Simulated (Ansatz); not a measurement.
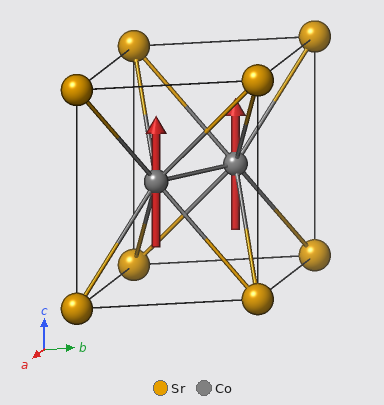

Shown here is a ball-and-stick view of the crystal, taken slightly off an axis. One simulation cell is framed, with atoms on its boundary repeated. Arrows are the site magnetic moments above 0.25 μB; longer means larger, and red and blue are up and down (without spin-orbit coupling the axis itself is arbitrary).

This is the state reached for SrCo2. Level of theory and settings: DFT PBE, scalar-relativistic, plane waves, PAW in Ansatz 0.2.0, a cutoff energy of 420 eV, a 12×12×10 grid in reciprocal space, Gaussian smearing of 0.1 eV, collinear spins.

**What is the magnetic arrangement?**

Ferromagnetic (within this cell). Site moments: 2 Co +1.3 μB. The net spin moment of the whole cell is 2.2 μB, including what lies between the atoms and on sites without an arrow.

The structure comes from a textbook structure type filled with these elements (whether it is the usual form wasn't checked). The picture shows the end point of a geometry optimisation with DFT PBE, scalar-relativistic, plane waves, PAW in Ansatz 0.2.0.
